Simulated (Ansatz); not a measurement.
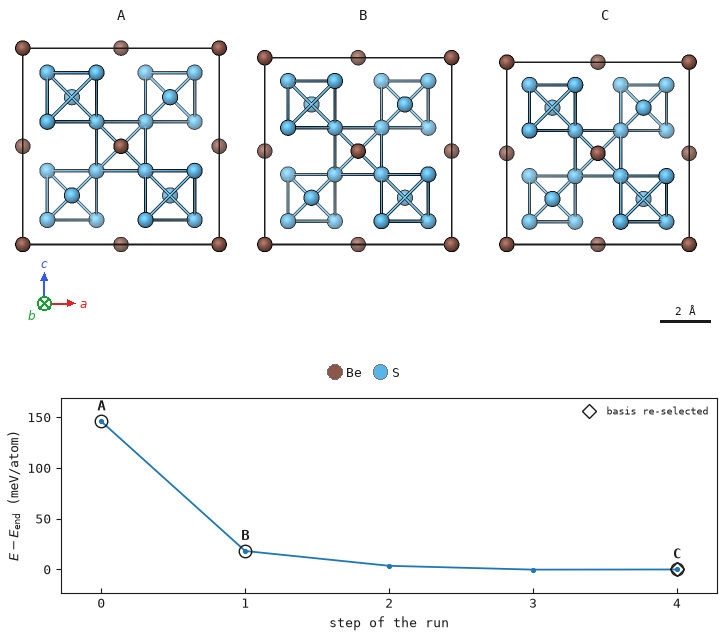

Frames of a relaxation of solid BeS5 (a generated structure, set up in F-43m) (coarse preliminary run), marked on the history of the run. The picture is a ball-and-stick view of the conventional cell (4 times the calculation's cell), seen along the b axis. Lengths and directions refer to the drawn axes.

Computed with Ansatz 0.2.0, DFT PBE, scalar-relativistic, plane waves, PAW.

The input:
```yaml
crystal:
  lattice:
    - [0.0, 3.97857522, 3.97857522]
    - [3.97857522, 0.0, 3.97857522]
    - [3.97857522, 3.97857522, 0.0]
  atoms:
    - { symbol: Be, position: [0.0, 0.0, 0.0] }
    - { symbol: S, position: [0.375, 0.375, 0.875] }
    - { symbol: S, position: [0.375, 0.875, 0.375] }
    - { symbol: S, position: [0.875, 0.375, 0.375] }
    - { symbol: S, position: [0.375, 0.375, 0.375] }
    - { symbol: S, position: [0.75, 0.75, 0.75] }
basis:
  ecutwfc: 420
kpoints:
  mp_grid: { grid: [4, 4, 4] }
hamiltonian:
  xc: pbe
scf:
  occupations: { method: gaussian, width: 0.1 }
  lower_state_search: "off"
output:
  forces: true
  stress: true
  eigenvalues: true
relax:
  adjacent_minimum: "off"
  f_tol: 0.04
  max_steps: 70
  cell: { stress_tol: 0.4 }
```

Run as
```bash
ansatz run input.yaml --threads 1 --pin off --max-ram 2560MiB --backend cpu --events-out ev --progress --plain --runs-dir out
```

Question: What happens along the run?

Answer: Over 3 accepted moves (4 points after the start) the energy falls by 146 meV per atom. The largest force component goes from 0.024 to 0.005 eV/Å. The pressure goes from −9.09 to −0.23 GPa. At 1 point the geometry stayed and the basis and grid were re-selected for the new cell (energy shift of 0.1 meV per atom at most each time). No atom moves by more than 0.005 Å relative to the cell. The drawn cell changes as follows: a = b = c 7.957 → 7.388 Å (−7.2 %); the volume changes by −20.0 %. Near-neighbour distances that change, for instance: S2–S3 2.813 → 2.614 Å. The space group stays F-43m (No. 216). From step 0 to 1: volume −13.9 %, energy −128 meV per atom. From step 1 to 4: volume −7.0 %, energy −18.2 meV per atom.

```csv
step,"E − E(0), meV/atom","largest force component, eV/Å","pressure, GPa","volume, Å³/atom",note
0,0.00,0.0241,-9.09,20.992,
1,-127.74,0.0143,-4.15,18.069,
2,-142.33,0.0179,2.26,16.182,
3,-146.09,0.0050,-0.23,16.800,
4,-145.95,0.0050,-0.23,16.800,"same geometry, new basis"
```
